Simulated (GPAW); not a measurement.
# Nb2N(OH)2 MXene monolayer in an electric field, part 2 of 2

Aim: the dipole that a field along the normal induces in Nb2N(OH)2 MXene monolayer.

GPAW 26.7.0; GPAW, PAW setups; layer in a repeated cell with vacuum, relaxation of atoms and in-plane cell (the session's first sound run).

So far, upper work function (eV): step 3 (the slab's potential) 2.54.

### 5. In a field

Level of this step: GPAW, PAW setups; slab in vacuum (GPAW).

run.py

```python
import json
import numpy as np
from ase import Atoms
from gpaw import GPAW, PW
from gpaw.external import ConstantElectricField

slab = Atoms(
    ['H', 'O', 'Nb', 'N', 'Nb', 'O', 'H'],
    positions=[
        [-0.00000, 1.85296, 9.00000],
        [-0.00000, 1.85296, 9.98019],
        [1.60470, 0.92647, 11.30214],
        [-0.00000, -0.00000, 12.35422],
        [-0.00000, 1.85296, 13.40629],
        [1.60470, 0.92647, 14.72824],
        [1.60470, 0.92647, 15.70843]],
    cell=[[3.20941, 0.0, 0.0], [-1.6047, 2.77943, 0.0], [0.0, 0.0, 24.7084]],
    pbc=[True, True, False])

slab.calc = GPAW(mode=PW(500), xc='PBE', kpts={'size': (12, 12, 1), 'gamma': True},
                 occupations={'name': 'fermi-dirac', 'width': 0.05}, nbands='160%',
                 convergence={'density': 1e-05}, maxiter=200,
                 poissonsolver={'dipolelayer': 'xy'},
                 external=ConstantElectricField(-0.1, [0, 0, 1]),
                 symmetry={'tolerance': 1e-3}, txt='slab.txt')
result = {}
energy = slab.get_potential_energy()
fermi = slab.calc.get_fermi_level()
v = slab.calc.get_electrostatic_potential().mean((0, 1)) - fermi
n = slab.calc.get_pseudo_density().mean((0, 1))
L = slab.cell[2, 2]
z = np.arange(len(v)) * L / len(v)
low, high = slab.positions[:, 2].min(), slab.positions[:, 2].max()
below, above = np.interp([low - 6.8, high + 6.8], z, v)
slopes = [np.interp(x, z, np.gradient(v, z)) for x in (low - 6.8, high + 6.8)]
eps = np.array([[slab.calc.get_eigenvalues(k, s) for k in range(len(slab.calc.get_ibz_k_points()))]
                for s in range(slab.calc.get_number_of_spins())]) - fermi
top, bottom = eps[eps < 0].max(), eps[eps > 0].min()
dipole = slab.get_dipole_moment()[2]
print(f'energy {energy:.4f} eV, Fermi level {fermi:.4f} eV, dipole {dipole:.5f} e A')
print(f'potential 6.8 A off the faces, from the Fermi level: lower {below:.4f} eV, upper {above:.4f} eV')
print(f'slope of the potential there: lower {slopes[0]:.5f}, upper {slopes[1]:.5f} eV/A')
print(f'nearest levels on the mesh: {top:.4f} and {bottom:.4f} eV')
print('magnetic moment', round(slab.get_magnetic_moment(), 3))
result.update(energy=energy, fermi=fermi, dipole=dipole, below=below, above=above, slopes=slopes, edges=[top, bottom],
              z=z.tolist(), v=v.tolist(), n=n.tolist(), positions=slab.positions.tolist(),
              forces=slab.get_forces(apply_constraint=False).tolist(), moments=slab.get_magnetic_moments().tolist())
json.dump(result, open('result.json', 'w'))
```

On the command line:

```
$ OMP_NUM_THREADS=1 OPENBLAS_NUM_THREADS=1 python run.py
```

The log of the run:

```text
energy -52.7462 eV, Fermi level 1.4743 eV, dipole -0.06014 e A
potential 6.8 A off the faces, from the Fermi level: lower 1.9426 eV, upper 3.1623 eV
slope of the potential there: lower -0.00018, upper 0.00062 eV/A
nearest levels on the mesh: -0.0104 and 0.0125 eV
magnetic moment 0.0
```

The job ended after 8.3 min (1 thread of Arm Neoverse V1, shared host; peak memory 0.67 GiB).

This step gave:

```
dipole along the normal                                         : -0.06014 e·Å
levels nearest the Fermi level on the mesh                      : -0.01037, 0.01251 eV from the Fermi level
potential below the slab, the applied field's own ramp left out : 1.943 eV from the Fermi level
potential above the slab, the applied field's own ramp left out : 3.162 eV from the Fermi level
```

The electrostatic potential energy of an electron (without an applied field's), less the Fermi level, planar mean oscillates, so the rows of the table below give means over windows of 1.54 Å about each position, cut where the curve ends. Its maxima inside the range that stand out by 2 % of the span (Å: eV): 9.3: -0.882, 10.4: -6.97, 12.0: -12.7, 12.7: -12.6, 14.3: -6.57, 15.4: -0.224. Its minima: 9.0: -1.74, 10.0: -10.8, 11.3: -23.7, 12.4: -16.3, 13.4: -23.5, 14.7: -10.3, 15.7: -1.02.

The electrostatic potential energy of an electron (without an applied field's), less the Fermi level, planar mean by z; means over each step:

| z (Å) | electrostatic potential energy of an electron (without an applied field's), less the Fermi level, planar mean (eV) |
| --- | --- |
| 0.77 | 2.02 |
| 2.31 | 1.94 |
| 3.85 | 1.94 |
| 5.39 | 1.91 |
| 6.93 | 1.67 |
| 8.47 | -0.0622 |
| 10.01 | -6.81 |
| 11.55 | -17.7 |
| 13.09 | -17.7 |
| 14.63 | -6.90 |
| 16.17 | 0.666 |
| 17.71 | 2.74 |
| 19.25 | 3.10 |
| 20.79 | 3.15 |
| 22.33 | 3.16 |
| 23.87 | 3.12 |

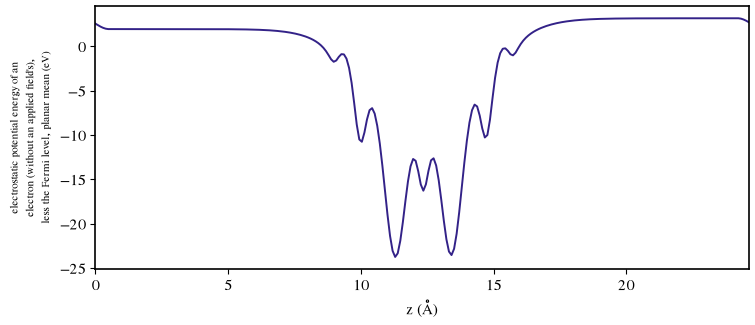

Electrostatic potential energy of an electron (without an applied field's), less the Fermi level, planar mean against z.

Force by atom:

| atom | x (eV/Å) | y (eV/Å) | z (eV/Å) | size |
| --- | --- | --- | --- | --- |
| H1 | 0.000 | 0.000 | -0.084 | 0.084 |
| O2 | 0.000 | 0.000 | 0.131 | 0.131 |
| Nb3 | 0.000 | 0.000 | 0.001 | 0.001 |
| N4 | 0.000 | 0.000 | -0.004 | 0.004 |
| Nb5 | 0.000 | 0.000 | 0.028 | 0.028 |
| O6 | 0.000 | 0.000 | -0.187 | 0.187 |
| H7 | 0.000 | 0.000 | 0.109 | 0.109 |

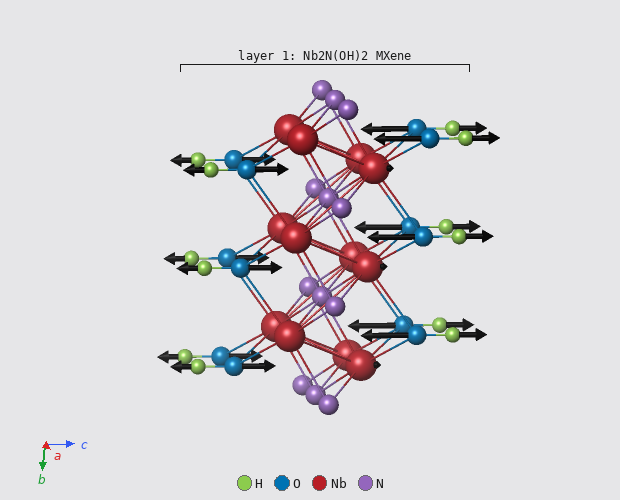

Force as arrows, the longest 0.187 eV/Å. 2×3×1 cells are drawn. Some periodic images of atoms are drawn too.

The dipole is now -0.0601 e Å, against 5.4e-4 in the run without a field.

### 6. Field on

Changes to run.py since step 5:

```diff
@@ -23,3 +23,3 @@
                  poissonsolver={'dipolelayer': 'xy'},
-                 external=ConstantElectricField(-0.1, [0, 0, 1]),
+                 external=ConstantElectricField(-0.05, [0, 0, 1]),
                  symmetry={'tolerance': 1e-3}, txt='slab.txt')
```

The log of the run:

```text
energy -52.7440 eV, Fermi level 1.4769 eV, dipole -0.03004 e A
potential 6.8 A off the faces, from the Fermi level: lower 2.2421 eV, upper 2.8514 eV
slope of the potential there: lower -0.00024, upper 0.00044 eV/A
nearest levels on the mesh: -0.0101 and 0.0133 eV
magnetic moment 0.0
```

Run time: 7.8 min. Hardware: 1 thread; peak memory 0.67 GiB.

### 7. In a field

Changes to run.py since step 6:

```diff
@@ -23,3 +23,3 @@
                  poissonsolver={'dipolelayer': 'xy'},
-                 external=ConstantElectricField(-0.05, [0, 0, 1]),
+                 external=ConstantElectricField(0.05, [0, 0, 1]),
                  symmetry={'tolerance': 1e-3}, txt='slab.txt')
```

The log of the run:

```text
energy -52.7440 eV, Fermi level 1.4769 eV, dipole 0.03004 e A
potential 6.8 A off the faces, from the Fermi level: lower 2.8514 eV, upper 2.2421 eV
slope of the potential there: lower -0.00044, upper 0.00024 eV/A
nearest levels on the mesh: -0.0101 and 0.0133 eV
magnetic moment 0.0
```

The job ended after 7.7 min (1 thread; peak memory 0.67 GiB).

The electrostatic potential energy of an electron (without an applied field's), less the Fermi level, planar mean oscillates, so the rows of the table below give means over windows of 1.54 Å about each position, cut where the curve ends. Its maxima inside the range that stand out by 2 % of the span (Å: eV): 9.3: -0.388, 10.4: -6.67, 12.0: -12.6, 12.7: -12.7, 14.3: -6.87, 15.4: -0.717. Its minima: 9.0: -1.20, 10.0: -10.4, 11.3: -23.6, 12.4: -16.3, 13.4: -23.7, 14.7: -10.6, 15.7: -1.56.

Table of electrostatic potential energy of an electron (without an applied field's), less the Fermi level, planar mean by z; means over each step:

```
z (Å)  electrostatic potential energy of an electron (without an applied field's), less the Fermi level, planar mean (eV)
 0.77                                                                                                                2.81
 2.31                                                                                                                2.85
 3.85                                                                                                                2.85
 5.39                                                                                                                2.80
 6.93                                                                                                                2.50
 8.47                                                                                                               0.571
10.01                                                                                                               -6.44
11.55                                                                                                               -17.6
13.09                                                                                                               -17.8
14.63                                                                                                               -7.25
16.17                                                                                                              0.0470
17.71                                                                                                                1.92
19.25                                                                                                                2.20
20.79                                                                                                                2.24
22.33                                                                                                                2.24
23.87                                                                                                                2.26
```

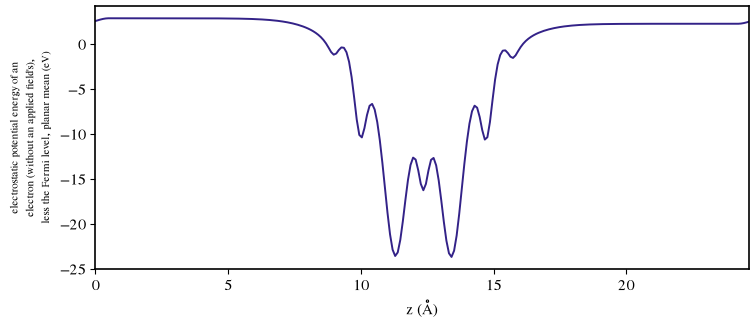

Electrostatic potential energy of an electron (without an applied field's), less the Fermi level, planar mean, plotted against z.

### 8. In a field

Changes to run.py since step 7:

```diff
@@ -23,3 +23,3 @@
                  poissonsolver={'dipolelayer': 'xy'},
-                 external=ConstantElectricField(0.05, [0, 0, 1]),
+                 external=ConstantElectricField(0.1, [0, 0, 1]),
                  symmetry={'tolerance': 1e-3}, txt='slab.txt')
```

The log of the run:

```text
energy -52.7462 eV, Fermi level 1.4743 eV, dipole 0.06014 e A
potential 6.8 A off the faces, from the Fermi level: lower 3.1623 eV, upper 1.9425 eV
slope of the potential there: lower -0.00062, upper 0.00018 eV/A
nearest levels on the mesh: -0.0104 and 0.0125 eV
magnetic moment 0.0
```

Elapsed: 8 min, on 1 thread; peak memory 0.67 GiB.

The dipole is now 0.0601 e Å, against 5.4e-4 in the run without a field.

### 9. Field on

Changes to run.py since step 8:

```diff
@@ -23,3 +23,3 @@
                  poissonsolver={'dipolelayer': 'xy'},
-                 external=ConstantElectricField(0.1, [0, 0, 1]),
+                 external=ConstantElectricField(0.2, [0, 0, 1]),
                  symmetry={'tolerance': 1e-3}, txt='slab.txt')
```

The log of the run:

```text
energy -52.7553 eV, Fermi level 1.4637 eV, dipole 0.12070 e A
potential 6.8 A off the faces, from the Fermi level: lower 3.7997 eV, upper 1.3520 eV
slope of the potential there: lower -0.00124, upper 0.00012 eV/A
nearest levels on the mesh: -0.0112 and 0.0095 eV
magnetic moment 0.0
```

Run time: 7.6 min. Hardware: 1 thread; peak memory 0.67 GiB.

The electrostatic potential energy of an electron (without an applied field's), less the Fermi level, planar mean oscillates, so the rows of the table below give means over windows of 1 Å about each position, cut where the curve ends. Its maxima inside the range that stand out by 2 % of the span (Å: eV): 0.5: 3.80, 9.3: 0.101, 10.4: -6.37, 12.0: -12.6, 12.7: -12.7, 14.3: -7.17, 15.4: -1.21. Its minima: 9.0: -0.657, 10.0: -10.0, 11.3: -23.4, 12.4: -16.3, 13.4: -23.9, 14.7: -11.0, 15.7: -2.11.

The electrostatic potential energy of an electron (without an applied field's), less the Fermi level, planar mean by z; means over each step:

```
z (Å)  electrostatic potential energy of an electron (without an applied field's), less the Fermi level, planar mean (eV)
    0                                                                                                                3.34
    1                                                                                                                3.80
    2                                                                                                                3.80
    3                                                                                                                3.80
    4                                                                                                                3.79
    5                                                                                                                3.76
    6                                                                                                                3.65
    7                                                                                                                3.32
    8                                                                                                                2.35
    9                                                                                                              0.0204
   10                                                                                                               -6.73
   11                                                                                                               -16.9
   12                                                                                                               -15.4
   13                                                                                                               -17.8
   14                                                                                                               -13.0
   15                                                                                                               -5.89
   16                                                                                                              -0.994
   17                                                                                                               0.754
   18                                                                                                                1.20
   19                                                                                                                1.32
   20                                                                                                                1.34
   21                                                                                                                1.35
   22                                                                                                                1.35
   23                                                                                                                1.35
   24                                                                                                                1.41
```

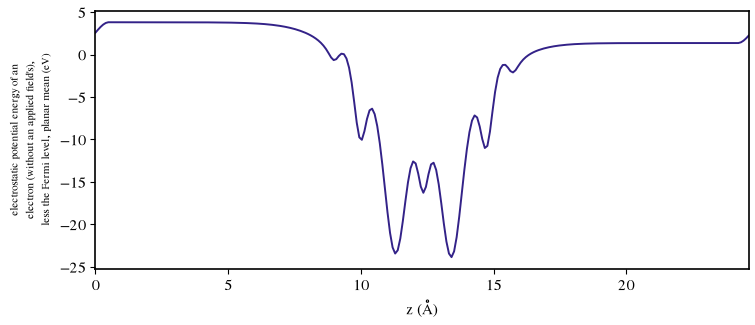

Electrostatic potential energy of an electron (without an applied field's), less the Fermi level, planar mean, plotted against z.

The dipole is now 0.121 e Å, against 5.4e-4 in the run without a field.

### 10. Field on

Changes to run.py since step 9:

```diff
@@ -23,3 +23,3 @@
                  poissonsolver={'dipolelayer': 'xy'},
-                 external=ConstantElectricField(0.2, [0, 0, 1]),
+                 external=ConstantElectricField(0.3, [0, 0, 1]),
                  symmetry={'tolerance': 1e-3}, txt='slab.txt')
```

The log of the run:

```text
energy -52.7704 eV, Fermi level 1.4448 eV, dipole 0.18206 e A
potential 6.8 A off the faces, from the Fermi level: lower 4.4639 eV, upper 0.7724 eV
slope of the potential there: lower -0.00265, upper 0.00012 eV/A
nearest levels on the mesh: -0.0124 and 0.0048 eV
magnetic moment 0.0
```

The job ended after 8.8 min (1 thread; peak memory 0.67 GiB).

The electrostatic potential energy of an electron (without an applied field's), less the Fermi level, planar mean oscillates, so the rows of the table below give means over windows of 1 Å about each position, cut where the curve ends. Its maxima inside the range that stand out by 2 % of the span (Å: eV): 0.5: 4.47, 9.3: 0.423, 10.4: -6.18, 12.0: -12.5, 12.7: -12.8, 14.3: -7.37, 15.4: -1.55. Its minima: 9.0: -0.302, 10.0: -9.80, 11.3: -23.3, 12.4: -16.3, 13.4: -24.0, 14.7: -11.2, 15.7: -2.48.

Electrostatic potential energy of an electron (without an applied field's), less the Fermi level, planar mean against z; means over each step:

```csv
z (Å),"electrostatic potential energy of an electron (without an applied field's), less the Fermi level, planar mean (eV)"
0,3.77
1,4.47
2,4.46
3,4.46
4,4.44
5,4.40
6,4.27
7,3.88
8,2.82
9,0.373
10,-6.48
11,-16.8
12,-15.4
13,-17.8
14,-13.1
15,-6.18
16,-1.39
17,0.254
18,0.648
19,0.745
20,0.766
21,0.771
22,0.772
23,0.773
24,0.857
```

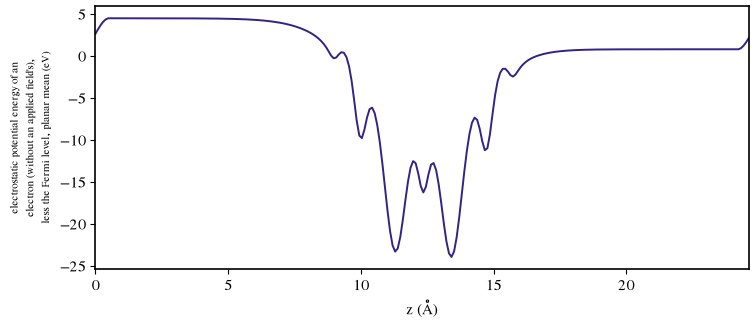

Electrostatic potential energy of an electron (without an applied field's), less the Fermi level, planar mean against z.

The dipole is now 0.182 e Å, against 5.4e-4 in the run without a field.

### 11. The series

The members are put on one axis.

This step: induced dipole against applied field (GPAW 26.7.0).

Table of dipole along the normal by field:

| field (V/Å) | dipole along the normal (e·Å) |
| --- | --- |
| -0.200 | -0.121 |
| -0.100 | -0.0601 |
| -0.050 | -0.0300 |
| 0.000 | 5.4e-4 |
| 0.050 | 0.0300 |
| 0.100 | 0.0601 |
| 0.200 | 0.121 |
| 0.300 | 0.182 |

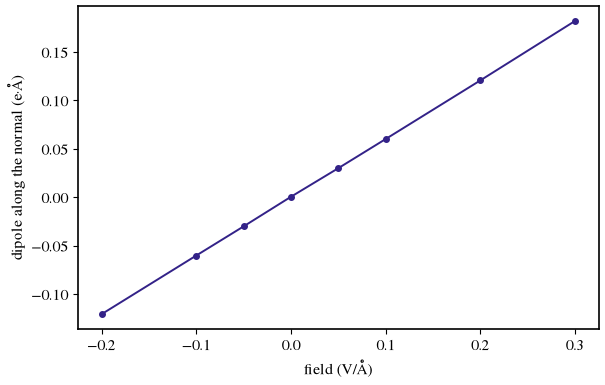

Dipole along the normal, plotted against field.

### 12. A changed run

One more run, with changed settings.

This step: GPAW, PAW setups; slab in vacuum (GPAW 26.7.0).

Changes to run.py since step 10:

```diff
@@ -4,3 +4,2 @@
 from gpaw import GPAW, PW
-from gpaw.external import ConstantElectricField
 
@@ -19,7 +18,6 @@
 
-slab.calc = GPAW(mode=PW(500), xc='PBE', kpts={'size': (12, 12, 1), 'gamma': True},
+slab.calc = GPAW(mode=PW(500), xc='PBE', kpts={'size': (1, 1, 1), 'gamma': True},
                  occupations={'name': 'fermi-dirac', 'width': 0.05}, nbands='160%',
-                 convergence={'density': 1e-05}, maxiter=200,
+                 convergence={'density': 1e-05}, maxiter=75,
                  poissonsolver={'dipolelayer': 'xy'},
-                 external=ConstantElectricField(0.3, [0, 0, 1]),
                  symmetry={'tolerance': 1e-3}, txt='slab.txt')
```

The log of the run:

```text
energy -49.7033 eV, Fermi level 0.9278 eV, dipole 0.00055 e A
potential 6.8 A off the faces, from the Fermi level: lower 3.2280 eV, upper 3.2176 eV
slope of the potential there: lower -0.00035, upper 0.00035 eV/A
nearest levels on the mesh: -1.3970 and 0.0298 eV
magnetic moment 0.0
```

Run time: 14 s. Hardware: 1 thread; peak memory 0.2 GiB.

The run finished. A setting was moved off its sound value on purpose, so it serves as a test and not as the result.

The fault put into the input: one k-point (kpts = [1, 1]).

Side by side:

| quantity | this run | sound run | difference |
| --- | --- | --- | --- |
| upper work function (eV) | 3.2176 | 2.5394 | 0.678 |
| lower work function (eV) | 3.2280 | 2.5499 | 0.678 |

One result that differs is the upper work function, 3.22 eV against 2.54 eV.

### 13. Results

```json
{
  "work function, upper and lower face": "2.539 and 2.550 eV",
  "dipole along the normal": "5.4e-4 e Å",
  "induced dipole per field": "0.605 e Å per V/Å",
  "out-of-plane polarisability per area, α/(ε0 A)": "12.3 Å"
}
```

The field induces 0.605 e Å per V/Å, a polarisable thickness α/(ε0 A) of 12.3 Å beside 6.71 Å between the outermost nuclei. A perfect conductor would give the distance between its two image planes; a dielectric of thickness t gives t(1 - 1/ε). The induced dipole is linear in the field over this range. The starting lattice was a guess from atomic radii; the relaxation moved it by 4 %. The small printed dipole stands for a step of -11 meV from the lower to the upper face, and the probes find -10 meV; values this small are near the numerical noise of both. The cell holds an odd number of electrons, so without spin polarisation it must come out metallic and without a moment, whatever its true state. The layer's cell and atoms come from the relaxation; spin-orbit coupling and temperature are left out.

[Logs are printed without paths, hosts, clocks, repeated set-up lines and the standing remarks that a program may print on its own settings, such as how far it seeks lower states.]

[Hosts, paths, dates, database ids (printed as entryN), source tags and the programs' standing remarks are cut or masked in the printed files.]
